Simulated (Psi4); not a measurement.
# Interaction calculation, with input and output: SiNH5Cl (charge −1) (part 2 of 2)

SiNH5Cl, charge −1, SMILES [NH2-].[SiH3]Cl; B97-D3(BJ)/def2-SVPD, RKS (Psi4 1.11). The run did not end well.

Geometry of the input (Å):
```
N  0.3422  -0.2030  0.1687
H  0.1255  0.8012  0.1560
H  -0.4677  -0.5982  -0.3247
Si -2.8716  3.5892  -2.7874
Cl -1.1954  2.4029  -2.7695
H  -3.8958  2.9693  -1.9159
H  -3.3668  3.6829  -4.1797
H  -2.5042  4.9304  -2.2788
```

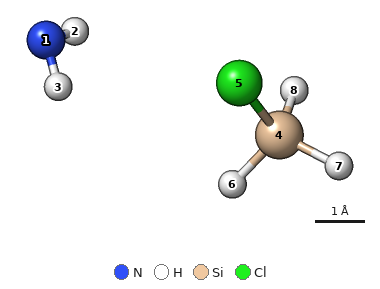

Fig. 1: The structure (ball-and-stick view, seen at a tilt; atoms are numbered from 1 in the order of the input).

What the program printed, continued:
```
  Basis Set: (DEF2-SVPD AUX)
    Blend: DEF2-UNIVERSAL-JKFIT
    Number of shells: 94
    Number of basis functions: 310
    Number of Cartesian functions: 370
    Spherical Harmonics?: true
    Max angular momentum: 4

  Cached 100.0% of DFT collocation blocks in 0.216 [GiB].

  Minimum eigenvalue in the overlap matrix is 5.2358684763E-04.
  Reciprocal condition number of the overlap matrix is 7.9504604236E-05.
    Using symmetric orthogonalization.

  ==> Pre-Iterations <==

  SCF Guess: Superposition of Atomic Densities via on-the-fly atomic UHF (no occupation information).

   -------------------------
    Irrep   Nso     Nmo
   -------------------------
     A         75      75
   -------------------------
    Total      75      75
   -------------------------

  ==> Iterations <==

                           Total Energy        Delta E     RMS |[F,P]|

   @DF-RKS iter SAD:  -751.11059976131810   -7.51111e+02   0.00000e+00
   @DF-RKS iter   1:  -751.27316020642706   -1.62560e-01   3.86675e-03 DIIS/ADIIS
   @DF-RKS iter   2:  -751.29077394484898   -1.76137e-02   3.35413e-03 DIIS/ADIIS
   @DF-RKS iter   3:  -751.32749177392975   -3.67178e-02   5.12926e-04 DIIS/ADIIS
   @DF-RKS iter   4:  -751.32854243663019   -1.05066e-03   7.65487e-05 DIIS
   @DF-RKS iter   5:  -751.32856443696949   -2.20003e-05   4.17703e-05 DIIS
   @DF-RKS iter   6:  -751.32857034750123   -5.91053e-06   5.85150e-06 DIIS
   @DF-RKS iter   7:  -751.32857048655580   -1.39055e-07   8.97854e-07 DIIS
  Energy and wave function converged.

  ==> Post-Iterations <==

   Electrons on quadrature grid:
      Ntotal   =   33.9999969496 ; deviation = -3.050e-06

    Final Occupation by Irrep:
              A
    DOCC [    17 ]
    NA   [    17 ]
    NB   [    17 ]

  @DF-RKS Final Energy:  -751.32857048655580

   => Energetics <=

    Nuclear Repulsion Energy =             86.3371016500981199
    One-Electron Energy =               -1209.9629224052378049
    Two-Electron Energy =                 422.6287756600037255
    DFT Exchange-Correlation Energy =     -50.3235502206723098
    Empirical Dispersion Energy =          -0.0079751707474402
    VV10 Nonlocal Energy =                  0.0000000000000000
    Total Energy =                       -751.3285704865558046

Computation Completed

Properties will be evaluated at   0.000000,   0.000000,   0.000000 [a0]

Properties computed using the SCF density matrix

 Multipole Moments:

 ------------------------------------------------------------------------------------
     Multipole            Electronic (a.u.)      Nuclear  (a.u.)        Total (a.u.)
 ------------------------------------------------------------------------------------

 L = 1.  Multiply by 2.5417464519 to convert [e a0] to [Debye]
 Dipole X            :        132.3987099         -132.8317028           -0.4329929
 Dipole Y            :       -193.7302395          194.0367573            0.3065178
 Dipole Z            :        178.5353657         -178.5400393           -0.0046736
 Magnitude           :                                                    0.5305260

 ------------------------------------------------------------------------------------

	total time  =          3 seconds =       0.05 minutes

    Psi4 run time: 0:00:02.53

    -----------------------------------------------------------------------
                               Psi4 1.11 release

    h
    h
    h

    -----------------------------------------------------------------------

    Memory:     1.5 GiB
    Threads:    1
                ecpint, einsums, f̶o̶r̶t̶e̶, gauxc, gcp, g̶d̶m̶a̶, geometric, g̶p̶u̶_̶d̶f̶c̶c̶,
                i̶n̶t̶e̶g̶r̶a̶t̶o̶r̶x̶x̶, i̶p̶i̶, libefp, m̶d̶i̶, m̶p̶2̶d̶, m̶r̶c̶c̶, ooo,
                o̶p̶e̶n̶f̶e̶r̶m̶i̶o̶n̶p̶s̶i̶4̶, pcmsolver, p̶s̶i̶4̶f̶o̶c̶k̶c̶i̶, p̶s̶i̶x̶a̶s̶,
                p̶y̶e̶i̶n̶s̶u̶m̶s̶, r̶e̶s̶p̶, s̶i̶m̶i̶n̶t̶, s̶n̶s̶m̶p̶2̶,
                v̶2̶r̶d̶m̶_̶c̶a̶s̶s̶c̶f̶

  ==> Geometry <==

    Molecular point group: c1
    Full point group: C1

    Geometry (in Bohr), charge = -1, multiplicity = 1:

       Center              X                  Y                   Z               Mass
    ------------   -----------------  -----------------  -----------------  -----------------
         N            0.646664280132    -0.383614403468     0.318796797365    14.003074004430
         H            0.237160628745     1.514048571717     0.294797275571     1.007825032230
         H           -0.883824908877    -1.130434168249    -0.613594072936     1.007825032230
         SI          -5.426499747342     6.782529420448    -5.267422602101    27.976926534650
         CL          -2.259073096679     4.540785112340    -5.233577607194    34.968852682000
         H           -7.362070628604     5.611239373367    -3.620526283765     1.007825032230
         H           -6.362235432885     6.959672347449    -7.898507183837     1.007825032230
         H           -4.732157677065     9.317086791696    -4.306270100171     1.007825032230

  Running in c1 symmetry.

  Rotational constants: A =      0.44340  B =      0.01199  C =      0.01175 [cm^-1]
  Rotational constants: A =  13292.71359  B =    359.57352  C =    352.21681 [MHz]
  Nuclear repulsion =  127.731179203821313

  Charge       = -1
  Multiplicity = 1
  Electrons    = 44
  Nalpha       = 22
  Nbeta        = 22

  ==> Primary Basis <==

  Basis Set: DEF2-SVPD
    Blend: DEF2-SVPD
    Number of shells: 49
    Number of basis functions: 111
    Number of Cartesian functions: 117
    Spherical Harmonics?: true
    Max angular momentum: 2

   => Molecular Quadrature <=

    Radial Scheme          =       TREUTLER
    Pruning Scheme         =           NONE
    Nuclear Scheme         =       TREUTLER

    Blocking Scheme        =         OCTREE
    BS radius alpha        =              1
    Pruning alpha          =              1
    Radial Points          =             75
    Spherical Points       =            302
    Total Points           =         175519
    Total Blocks           =           1368
    Max Points             =            256
    Max Functions          =            109
    Weights Tolerance      =       1.00E-15

  ==> Integral Setup <==

  DFHelper Memory: AOs need 0.040 GiB; user supplied 0.697 GiB.
  SCF_SUBTYPE=INCORE selected. In-core MEM_DF algorithm will be used.
  Using in-core AOs.

  ==> MemDFJK: Density-Fitted J/K Matrices <==

    J tasked:                   Yes
    K tasked:                    No
    wK tasked:                   No
    Memory [MiB]:               714
    Algorithm:                 Core
    Schwarz Cutoff:           1E-12
    Mask sparsity (%):       6.2008
    Fitting Condition:        1E-10

   => Auxiliary Basis Set <=

  Basis Set: (DEF2-SVPD AUX)
    Blend: DEF2-UNIVERSAL-JKFIT
    Number of shells: 131
    Number of basis functions: 423
    Number of Cartesian functions: 503
    Spherical Harmonics?: true
    Max angular momentum: 4

  Cached 100.0% of DFT collocation blocks in 0.420 [GiB].

  Minimum eigenvalue in the overlap matrix is 5.0375319011E-04.
  Reciprocal condition number of the overlap matrix is 7.6471740044E-05.
    Using symmetric orthogonalization.

  ==> Pre-Iterations <==

  SCF Guess: Superposition of Atomic Densities via on-the-fly atomic UHF (no occupation information).

   -------------------------
    Irrep   Nso     Nmo
   -------------------------
     A        111     111
   -------------------------
    Total     111     111
   -------------------------

  ==> Iterations <==

                           Total Energy        Delta E     RMS |[F,P]|

   @DF-RKS iter SAD:  -806.54836804405682   -8.06548e+02   0.00000e+00
   @DF-RKS iter   1:  -806.61647724245665   -6.81092e-02   9.12780e-03 DIIS/ADIIS
   @DF-RKS iter   2:  -796.96145682465010    9.65502e+00   1.52685e-02 DIIS/ADIIS
   @DF-RKS iter   3:  -804.36934695009325   -7.40789e+00   1.06993e-02 DIIS/ADIIS
   @DF-RKS iter   4:  -807.03462542996840   -2.66528e+00   3.56722e-03 DIIS/ADIIS
   @DF-RKS iter   5:  -807.10677110612971   -7.21457e-02   2.13904e-03 DIIS/ADIIS
   @DF-RKS iter   6:  -807.12774912479870   -2.09780e-02   1.87484e-03 DIIS/ADIIS
   @DF-RKS iter   7:  -806.26311468784513    8.64634e-01   6.14956e-03 DIIS/ADIIS
   @DF-RKS iter   8:  -807.15559121880528   -8.92477e-01   7.33161e-04 DIIS/ADIIS
   @DF-RKS iter   9:  -806.40262335476541    7.52968e-01   6.06948e-03 DIIS/ADIIS
   @DF-RKS iter  10:  -806.35515623133563    4.74671e-02   6.04270e-03 DIIS/ADIIS
   @DF-RKS iter  11:  -806.38219735656514   -2.70411e-02   6.09302e-03 DIIS/ADIIS
   @DF-RKS iter  12:  -806.32590037619354    5.62970e-02   6.00652e-03 DIIS/ADIIS
   @DF-RKS iter  13:  -806.34106654592995   -1.51662e-02   6.01439e-03 DIIS/ADIIS
   @DF-RKS iter  14:  -806.31019794947758    3.08686e-02   5.97734e-03 DIIS/ADIIS
   @DF-RKS iter  15:  -806.50908392954693   -1.98886e-01   6.21480e-03 DIIS/ADIIS
   @DF-RKS iter  16:  -806.29782423082179    2.11260e-01   6.05009e-03 DIIS/ADIIS
   @DF-RKS iter  17:  -806.31170880754223   -1.38846e-02   6.05428e-03 DIIS/ADIIS
   @DF-RKS iter  18:  -806.29897259721213    1.27362e-02   6.04610e-03 DIIS/ADIIS
   @DF-RKS iter  19:  -806.79483138807882   -4.95859e-01   7.03664e-03 DIIS/ADIIS
   @DF-RKS iter  20:  -807.10453964236206   -3.09708e-01   2.34197e-03 DIIS/ADIIS
   @DF-RKS iter  21:  -806.61299990154987    4.91540e-01   6.16969e-03 DIIS/ADIIS
   @DF-RKS iter  22:  -807.16288628811435   -5.49886e-01   1.71720e-04 DIIS/ADIIS
   @DF-RKS iter  23:  -806.94863830872691    2.14248e-01   4.33790e-03 DIIS/ADIIS
   @DF-RKS iter  24:  -807.15008910785252   -2.01451e-01   9.34845e-04 DIIS/ADIIS
   @DF-RKS iter  25:  -807.11710018668941    3.29889e-02   2.02268e-03 DIIS/ADIIS
   @DF-RKS iter  26:  -807.16351588615476   -4.64157e-02   3.29369e-05 DIIS
   @DF-RKS iter  27:  -807.15493818194432    8.57770e-03   8.27009e-04 DIIS/ADIIS
   @DF-RKS iter  28:  -807.16352615198036   -8.58797e-03   5.41947e-06 DIIS
   @DF-RKS iter  29:  -807.16350029238617    2.58596e-05   4.32252e-05 DIIS
   @DF-RKS iter  30:  -807.16352102868279   -2.07363e-05   2.02915e-05 DIIS
   @DF-RKS iter  31:  -807.16352488069265   -3.85201e-06   1.17082e-05 DIIS
   @DF-RKS iter  32:  -807.16352673279118   -1.85210e-06   1.72243e-06 DIIS
   @DF-RKS iter  33:  -807.16352677186239   -3.90712e-08   3.73206e-07 DIIS
  Energy and wave function converged.

  ==> Post-Iterations <==

   Electrons on quadrature grid:
      Ntotal   =   43.9999890770 ; deviation = -1.092e-05

    Orbital Energies [Eh]
    ---------------------

    Doubly Occupied:

       1A   -100.499520     2A    -65.321739     3A    -13.716686
       4A     -9.101993     5A     -6.943863     6A     -6.936924
       7A     -6.936810     8A     -5.019891     9A     -3.442228
      10A     -3.438732    11A     -3.438585    12A     -0.630552
      13A     -0.454169    14A     -0.375970    15A     -0.231457
      16A     -0.225795    17A     -0.224304    18A     -0.157098
      19A     -0.155805    20A     -0.134123    21A      0.004311
      22A      0.069733

    Virtual:

      23A      0.076408    24A      0.099740    25A      0.125789
      26A      0.128332    27A      0.160948    28A      0.169204
      29A      0.173744    30A      0.204901    31A      0.207101
      32A      0.207795    33A      0.228867    34A      0.246682
      35A      0.257062    36A      0.275715    37A      0.291355
      38A      0.309792    39A      0.318931    40A      0.329855
      41A      0.350600    42A      0.360685    43A      0.362643
      44A      0.375115    45A      0.378598    46A      0.383577
      47A      0.391227    48A      0.395924    49A      0.409462
      50A      0.415840    51A      0.425207    52A      0.445493
      53A      0.453735    54A      0.468524    55A      0.489223
      56A      0.504652    57A      0.509798    58A      0.521030
      59A      0.556947    60A      0.581425    61A      0.602244
      62A      0.618783    63A      0.658398    64A      0.691344
      65A      0.694662    66A      0.726288    67A      0.742194
      68A      0.744029    69A      0.778529    70A      0.816330
      71A      0.819463    72A      0.826227    73A      0.831112
      74A      0.949315    75A      1.005515    76A      1.019689
      77A      1.034152    78A      1.059113    79A      1.086807
      80A      1.106487    81A      1.123239    82A      1.135630
      83A      1.161980    84A      1.200256    85A      1.229430
      86A      1.246766    87A      1.262144    88A      1.266510
      89A      1.405957    90A      1.545650    91A      1.577114
      92A      1.624723    93A      1.725947    94A      1.731803
      95A      1.791158    96A      1.829143    97A      1.917977
      98A      1.918559    99A      1.939677   100A      1.992218
     101A      2.068333   102A      2.074020   103A      2.288613
     104A      2.293897   105A      2.295037   106A      2.351975
     107A      2.724384   108A      2.821291   109A      2.990187
     110A      3.310919   111A      3.676581

    Final Occupation by Irrep:
              A
    DOCC [    22 ]
    NA   [    22 ]
    NB   [    22 ]

  @DF-RKS Final Energy:  -807.16352677186239

   => Energetics <=

    Nuclear Repulsion Energy =            127.7311792038213127
    One-Electron Energy =               -1374.8221875742224256
    Two-Electron Energy =                 498.0130540458793007
    DFT Exchange-Correlation Energy =     -58.0751182114413282
    Empirical Dispersion Energy =          -0.0104542358991689
    VV10 Nonlocal Energy =                  0.0000000000000000
    Total Energy =                       -807.1635267718623936

Computation Completed

Properties will be evaluated at   0.000000,   0.000000,   0.000000 [a0]

Properties computed using the SCF density matrix

 Multipole Moments:

 ------------------------------------------------------------------------------------
     Multipole            Electronic (a.u.)      Nuclear  (a.u.)        Total (a.u.)
 ------------------------------------------------------------------------------------

 L = 1.  Multiply by 2.5417464519 to convert [e a0] to [Debye]
 Dipole X            :        129.2400098         -128.9517172            0.2882926
 Dipole Y            :       -192.8571378          191.7350709           -1.1220669
 Dipole Z            :        177.7724475         -176.6272585            1.1451890
 Magnitude           :                                                    1.6289888

 ------------------------------------------------------------------------------------

	total time  =         15 seconds =       0.25 minutes

    Psi4 run time: 0:00:15.15

[set-up sections that repeat, and orbital energies of the middle runs, are left out above]
```

What the run reported:

| quantity | value |
| --- | --- |
| outcome | not converged |
| wall time | 65 s |
| peak memory | 0.7 GiB |

Diagnosis:

The run did not converge: “psi4.driver.p4util.exceptions.SCFConvergenceError: Could not converge SCF” Its last values are not results.
